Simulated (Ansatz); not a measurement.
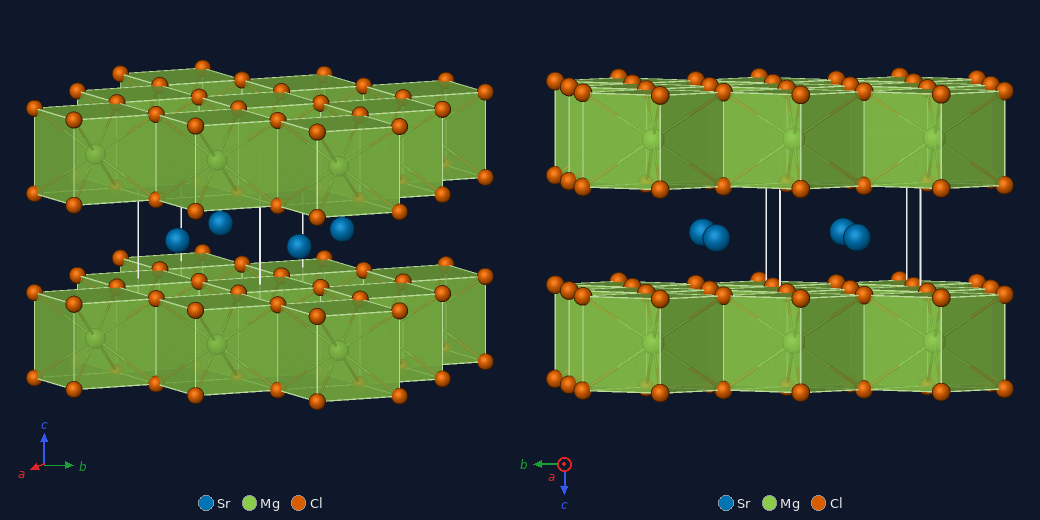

Polyhedra are drawn about Mg (bonds: Cl–Mg below 3.2 Å); other atoms are plain spheres. Two views of the same piece.

SrMgCl₄ (space group P4/mmm, No. 123). Coordinates: the geometry relaxed with DFT PBE, scalar-relativistic, plane waves, PAW in Ansatz; the starting structure was generated, so it need not be a known form of this composition.

Sharing among the drawn polyhedra:

```json
{"site": "Mg", "polyhedron": "MgCl8 cube", "corner-sharing neighbours": "0", "edge-sharing": "4", "face-sharing": "0", "bond (Å)": "2.84"}
```

They form layers of edge-sharing cubes parallel to (001). Their corner atoms also have Sr as close neighbours (those links are not drawn).
